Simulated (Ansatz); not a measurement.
# Exact exchange and the HOMO–LUMO gap of C2H2S (ethynethiol)

C2H2S has 5 atoms, charge 0, and is taken as a singlet. As SMILES, `C#CS`. Geometry: relaxed at PBE0-D4/def2-TZVP.

The HOMO–LUMO gap y, in eV, basis def2-SVPD; a is the functional's share of exact exchange. Programs: Ansatz 0.2.0.

```
functional  program     a  y (eV)
    r2SCAN   Ansatz     0    5.13
    revPBE   Ansatz     0    4.59
     B3LYP   Ansatz   0.2    6.19
   r2SCAN0   Ansatz  0.25       ?
      PBE0   Ansatz  0.25    6.68
     BHLYP   Ansatz   0.5    8.50
```

Task: Fit y = c + s·a to the known rows and predict r2SCAN0.

Result: 
1. Means of the 5 rows: a = 0.1900, y = 6.218.
2. Σ(Δa)² = 0.172, Σ(Δa·Δy) = 1.2509, so the slope is 1.2509/0.172 = 7.2727.
3. Intercept: 6.218 − (7.2727) × 0.1900 = 4.836. The largest residual of the fit is 0.29.
4. r2SCAN0: 4.836 + (7.2727) × 0.25 = 6.65 eV.

The run gave 7.05 eV, so the prediction is off by -0.40 eV, about the scatter of the fit. Exact exchange lowers occupied levels and raises empty ones. The rows mix families of semi-local functionals, which the line can't see.

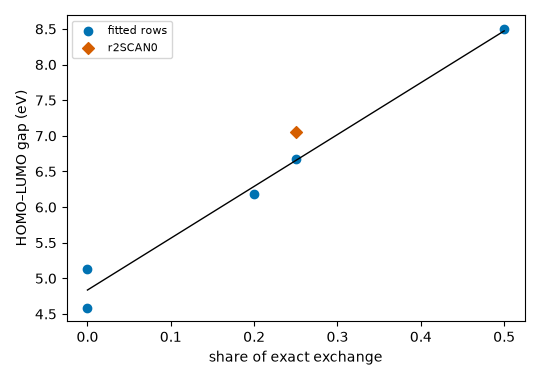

The fitted line, with the withheld row.
